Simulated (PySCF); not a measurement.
F3N, SMILES `FN(F)F`.

Level of theory: ωB97X/def2-TZVP (PySCF), at a geometry from GFN2-xTB. No frequency check shows the geometry to be a minimum.

Input

```python
import numpy as np
from pyscf import gto, scf, dft
from pyscf.scf import atom_ks, atom_hf
from scipy.linalg import block_diag

def solve(mol, dm0=None, hcore=None):
    mf = (dft.UKS if mol.spin else dft.RKS)(mol, xc='wb97x')
    mf.grids.level = 3
    mf = mf.density_fit(auxbasis='def2-universal-jkfit')
    mf.conv_tol, mf.max_cycle = 1e-8, 80
    if hcore is not None:
        mf.get_hcore = lambda *args: hcore
    mf.kernel(dm0)
    if not mf.converged:
        mf = mf.newton().run(mf.mo_coeff, mf.mo_occ, max_cycle=30)
    assert mf.converged, 'SCF not converged'
    return mf

mol = gto.M(atom='''
F      1.15592    -0.42042     0.11895
N      0.00002    -0.00004    -0.45876
F     -0.94207    -0.79083     0.11894
F     -0.21386     1.21128     0.11893
''', basis='def2-tzvp', charge=0, spin=0, verbose=4)
mf = solve(mol)
mf.analyze()
# spherically averaged free atoms, for the promolecule
atm = atom_ks.get_atm_nrks(mol, xc='wb97x')
pro = block_diag(*[(atm[a[0]][2] * atm[a[0]][3]) @ atm[a[0]][2].T for a in mol._atom])
np.savez('result.npz', e=mf.e_tot, c=mf.mo_coeff, occ=mf.mo_occ, eps=mf.mo_energy, pro=pro, dip=mf.dip_moment(verbose=0), s2=mf.spin_square()[0])
```

Command:

```sh
OMP_NUM_THREADS=1 python input.py
```

The run took 3.7 s on 1 thread of AMD EPYC 9R45 96-Core Processor (Zen 5) (shared host), peak memory 0.45 GiB.

Partitions, critical points and surface values were worked out afterwards from this run's density.

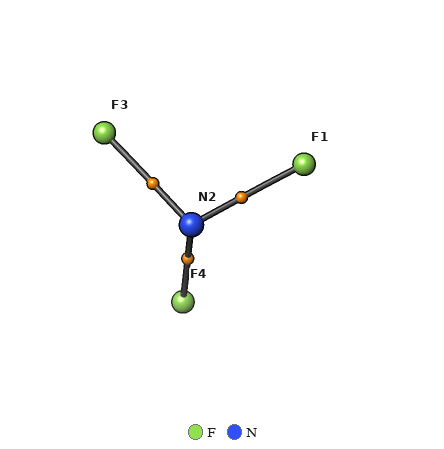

Molecular graph of the electron density (QTAIM): bond paths, bond critical points (orange), ring points (yellow, if any); weak paths are dashed.

How many critical points of each kind are there, and does the count close?

Answer. 4 nuclei, 3 bond, 0 ring and 0 cage critical points: 4 − 3 + 0 − 0 = 1, as the Poincaré–Hopf relation requires.

Tabulate density, Laplacian, ellipticity and energy density at the bond critical points (atomic units).

Answer.
```json
{"bond": "F1–N2 (3 alike)", "length (Å)": "1.359", "ρ (a.u.)": "0.340", "∇²ρ (a.u.)": "−0.35", "ε": "0.08", "H (a.u.)": "−0.325"}
```

What kind of interaction is F1–N2?

Answer. Shared-shell (covalent): ρ = 0.340, ∇²ρ = −0.35, H = −0.325 a.u.
